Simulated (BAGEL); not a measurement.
# C2H4F2 (1,2-difluoroethane): HF/STO-3G (density fitting with cc-pvqz-jkfit)

What is the vertical electron affinity of C2H4F2 (1,2-difluoroethane) at HF/STO-3G (density fitting with cc-pvqz-jkfit)? 

The results are computed with BAGEL 1.2.2.

### Step 1. The structure to begin with

The species is C2H4F2 (8 atoms), meant as a singlet with charge 0. As SMILES, `FCCF`. The coordinates come from a PBE0-D4/def2-TZVP relaxation. This is one conformer, not always the lowest.

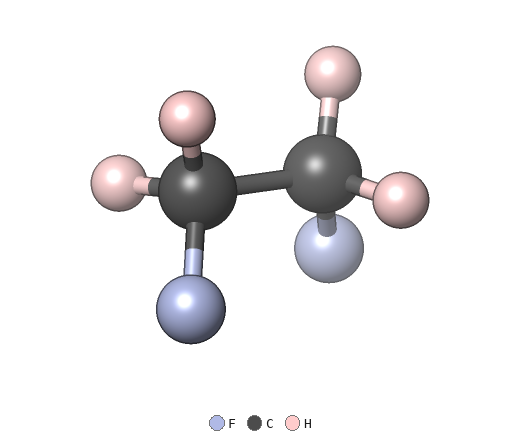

The structure, seen from a chosen angle (fluorine light blue, carbon dark grey, hydrogen pink).

### Step 2. The energy at HF/STO-3G (density fitting with cc-pvqz-jkfit)

Contents of hf.json:

```json
{ "bagel" : [

{
  "title" : "molecule",
  "basis" : "sto-3g",
  "df_basis" : "cc-pvqz-jkfit",
  "angstrom" : true,
  "geometry" : [
    { "atom" : "F", "xyz" : [   -1.312370,    0.775570,    0.874010 ] },
    { "atom" : "C", "xyz" : [   -0.115750,    0.716060,    0.193200 ] },
    { "atom" : "C", "xyz" : [    0.217900,   -0.696080,   -0.177380 ] },
    { "atom" : "F", "xyz" : [   -0.618130,   -1.153280,   -1.172850 ] },
    { "atom" : "H", "xyz" : [   -0.201180,    1.337840,   -0.702830 ] },
    { "atom" : "H", "xyz" : [    0.670250,    1.117960,    0.841860 ] },
    { "atom" : "H", "xyz" : [    1.248900,   -0.742470,   -0.544780 ] },
    { "atom" : "H", "xyz" : [    0.110390,   -1.355610,    0.688780 ] }
  ]
},
{ "title" : "hf" },
{ "title" : "print", "file" : "orbitals.molden", "orbitals" : true }

]}
```

On the command line:

```sh
$ BAGEL_NUM_THREADS=1 BAGEL hf.json > hf.out
```

Output:

```text
* using 1 threads per process

  ===============================================================
  ===============================================================

  *** Geometry ***

  { "atom" : "F", "xyz" : [     -2.480020,      1.465615,      1.651640 ] },
  { "atom" : "C", "xyz" : [     -0.218736,      1.353157,      0.365095 ] },
  { "atom" : "C", "xyz" : [      0.411771,     -1.315401,     -0.335200 ] },
  { "atom" : "F", "xyz" : [     -1.168096,     -2.179383,     -2.216365 ] },
  { "atom" : "H", "xyz" : [     -0.380175,      2.528151,     -1.328156 ] },
  { "atom" : "H", "xyz" : [      1.266589,      2.112638,      1.590885 ] },
  { "atom" : "H", "xyz" : [      2.360079,     -1.403065,     -1.029485 ] },
  { "atom" : "H", "xyz" : [      0.208607,     -2.561732,      1.301606 ] },

  Number of auxiliary basis functions:      628

  Since a DF basis is specified, we compute 2- and 3-index integrals:
    o Being stored without compression. Storage requirement is 0.003 GB

  Number of basis functions:       24
  Number of electrons      :       34

    * METHOD: MOLECULE                             0.21

  *** RHF ***

  === Nuclear Repulsion ===
   128.1346320609

      * DIIS with orbital gradients will be used.

  === RHF iteration (sto-3g) ===
      0       -273.06909576          0.02534175           0.01
      1       -273.18694092          0.00617496           0.01
      2       -273.19451872          0.00142234           0.01
      3       -273.19519544          0.00014490           0.01
      4       -273.19520348          0.00002250           0.01
      5       -273.19520361          0.00000160           0.01
      6       -273.19520361          0.00000055           0.01
      7       -273.19520361          0.00000015           0.01
      8       -273.19520361          0.00000002           0.01
      9       -273.19520361          0.00000000           0.01
    * SCF iteration converged.

    * Permanent dipole moment:
           (   -0.665666,    -0.130238,    -0.103047) a.u.

    * METHOD: HF                                   0.14

    * METHOD: PRINT                                0.00

  ===============================================================
```

It took 0.48 s on 1 thread of Intel Xeon 6975P-C (Granite Rapids), shared host; peak memory 0.082 GiB.

### Step 3. The doublet anion, same level

Contents of hf.json:

```json
{ "bagel": [

{
  "title": "molecule",
  "basis": "sto-3g",
  "df_basis": "cc-pvqz-jkfit",
  "angstrom": true,
  "geometry": [
    { "atom": "F", "xyz": [      -1.312370,       0.775570,       0.874010 ] },
    { "atom": "C", "xyz": [      -0.115750,       0.716060,       0.193200 ] },
    { "atom": "C", "xyz": [       0.217900,      -0.696080,      -0.177380 ] },
    { "atom": "F", "xyz": [      -0.618130,      -1.153280,      -1.172850 ] },
    { "atom": "H", "xyz": [      -0.201180,       1.337840,      -0.702830 ] },
    { "atom": "H", "xyz": [       0.670250,       1.117960,       0.841860 ] },
    { "atom": "H", "xyz": [       1.248900,      -0.742470,      -0.544780 ] },
    { "atom": "H", "xyz": [       0.110390,      -1.355610,       0.688780 ] }
  ]
},

{ "title": "uhf", "charge": -1, "nopen": 1 },

{ "title": "print", "file": "orbitals.molden", "orbitals": true }

]}
```

On the command line:

```sh
$ BAGEL_NUM_THREADS=1 BAGEL hf.json > hf.out
```

Output:

```text
* using 1 threads per process

  ===============================================================
  ===============================================================

  *** Geometry ***

  { "atom" : "F", "xyz" : [     -2.480020,      1.465615,      1.651640 ] },
  { "atom" : "C", "xyz" : [     -0.218736,      1.353157,      0.365095 ] },
  { "atom" : "C", "xyz" : [      0.411771,     -1.315401,     -0.335200 ] },
  { "atom" : "F", "xyz" : [     -1.168096,     -2.179383,     -2.216365 ] },
  { "atom" : "H", "xyz" : [     -0.380175,      2.528151,     -1.328156 ] },
  { "atom" : "H", "xyz" : [      1.266589,      2.112638,      1.590885 ] },
  { "atom" : "H", "xyz" : [      2.360079,     -1.403065,     -1.029485 ] },
  { "atom" : "H", "xyz" : [      0.208607,     -2.561732,      1.301606 ] },

  Number of auxiliary basis functions:      628

  Since a DF basis is specified, we compute 2- and 3-index integrals:
    o Being stored without compression. Storage requirement is 0.003 GB

  Number of basis functions:       24
  Number of electrons      :       34

    * METHOD: MOLECULE                             0.21

  *** Open-shell HF ***

  === Nuclear Repulsion ===
   128.1346320609

      * DIIS with orbital gradients will be used.

  === UHF iteration (sto-3g) ===
      0       -272.59072529          0.03381732           0.02
      1       -272.67486031          0.00677633           0.02
      2       -272.68028833          0.00208718           0.02
      3       -272.68162638          0.00082257           0.02
      4       -272.68207200          0.00033092           0.02
      5       -272.68222017          0.00010156           0.02
      6       -272.68223545          0.00004924           0.02
      7       -272.68223898          0.00002125           0.02
      8       -272.68223969          0.00000450           0.02
      9       -272.68223970          0.00000158           0.02
     10       -272.68223971          0.00000038           0.02
     11       -272.68223971          0.00000021           0.02
     12       -272.68223971          0.00000023           0.02
     13       -272.68223971          0.00000022           0.02
     14       -272.68223971          0.00000022           0.02
     15       -272.68223971          0.00000020           0.02
     16       -272.68223971          0.00000021           0.02
     17       -272.68223971          0.00000009           0.02
     18       -272.68223971          0.00000002           0.02
     19       -272.68223971          0.00000001           0.02
     20       -272.68223971          0.00000001           0.02
    * SCF iteration converged.

    * S^2 (UHF) is 0.7605

    * Permanent dipole moment:
           (    0.072350,     0.014097,     0.011164) a.u.

    * METHOD: UHF                                  0.50

    * METHOD: PRINT                                0.00

  ===============================================================
```

Run time: 0.84 s. Hardware: 1 thread of Intel Xeon 6975P-C (Granite Rapids), shared host; peak memory 0.082 GiB.

### Step 4. Outcome

Level: HF/STO-3G (density fitting with cc-pvqz-jkfit).

```
                                         quantity          value
                     singlet C2H4F2: total energy  -273.19520 Eh
                    singlet C2H4F2: dipole moment         1.74 D
                      singlet C2H4F2: HOMO energy      -10.57 eV
                      singlet C2H4F2: LUMO energy       14.63 eV
                    singlet C2H4F2: HOMO–LUMO gap       25.20 eV
                      doublet anion: total energy  -272.68224 Eh
                              doublet anion: ⟨S²⟩          0.760
vertical electron affinity (to the doublet anion)     -13.958 eV
```

What this shows: The anion lies 13.96 eV (1347 kJ/mol) above the neutral: the electron isn't bound at this level, and such a value depends on the basis. Without diffuse functions anions come out too high. Hartree–Fock misses the correlation that binds many anions. In a minimal basis such a difference can be off by several eV, whatever the method.
